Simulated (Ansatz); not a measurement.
Reaction (SMILES): FSF → F atom + [S]F (F-S)
B3LYP-D3(BJ)/def2-TZVP geometries, fixed; electronic energies without zero-point terms.

Basis-set convergence of the bond dissociation energy at MP2 with Ansatz (a quantum-chemistry and plane-wave program). Cartesian d functions, on some or all atoms, in 6-31+G*; all else is spherical. Cores are frozen. Open shells are unrestricted. No added dispersion term, no relativity. Functions are those of the species that has most. Reference: Hartree-Fock in aug-cc-pV(5+d)Z plus the correlation part extrapolated as X^-3 from aug-cc-pV(Q+d)Z and aug-cc-pV(5+d)Z, 99.94 kcal/mol, itself unsure by roughly 0.27 kcal/mol (a third of the extrapolation step and of the last Hartree-Fock step). Deviations are taken from unrounded values.

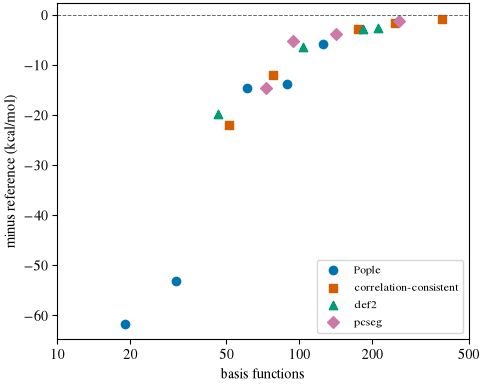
*Deviation from the reference against the number of basis functions, by family of sets.*

```
basis              functions  bond dissociation energy (kcal/mol)  minus reference (kcal/mol)
-----------------  ---------  -----------------------------------  --------------------------
STO-3G                    19                                38.31                      -61.64
6-31G                     31                                46.77                      -53.17
def2-SVP                  46                                80.25                      -19.69
cc-pV(D+d)Z               51                                77.88                      -22.06
6-31+G*                   61                                85.40                      -14.55
aug-pcseg-1               73                                85.34                      -14.61
aug-cc-pV(D+d)Z           78                                87.97                      -11.97
6-311++G(2d,2p)           89                                86.13                      -13.82
pcseg-2                   94                                94.76                       -5.18
def2-TZVPP               104                                93.48                       -6.47
6-311++G(3df,3pd)        125                                94.05                       -5.89
aug-pcseg-2              142                                96.16                       -3.78
cc-pV(Q+d)Z              174                                97.22                       -2.72
def2-QZVPP               184                                97.21                       -2.74
def2-QZVPPD              211                                97.39                       -2.55
aug-cc-pV(Q+d)Z          249                                98.41                       -1.53
aug-pcseg-3              259                                98.74                       -1.20
aug-cc-pV(5+d)Z          390                                99.20                       -0.75
```
